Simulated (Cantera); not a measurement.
Feed: 1 mol SiCl4, 3.6 mol HCl, 270 mol H2, held at 0.280 bar.

Cantera equilibrium calculation (NASA polynomials, part measured and part estimated; ideal gas, pure solids and liquids). Candidate condensed phases: Si; 19 gas species. The tables' values for SiCl3 are old estimates; treat these amounts as uncertain. The numbers say what is thermodynamically allowed, not how fast it happens.

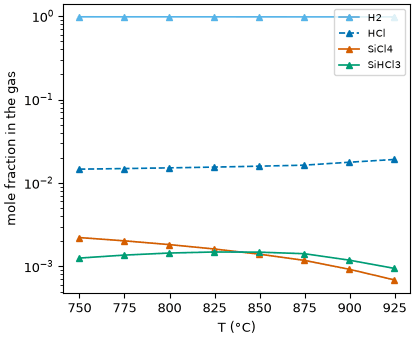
Equilibrium gas composition (values under 1e-9 drawn at 1e-9)

Task: Read off the mole fractions at 875 °C.

Result: H2 about 0.98, HCl about 0.016, SiHCl3 about 0.0014, SiCl4 about 0.0012.
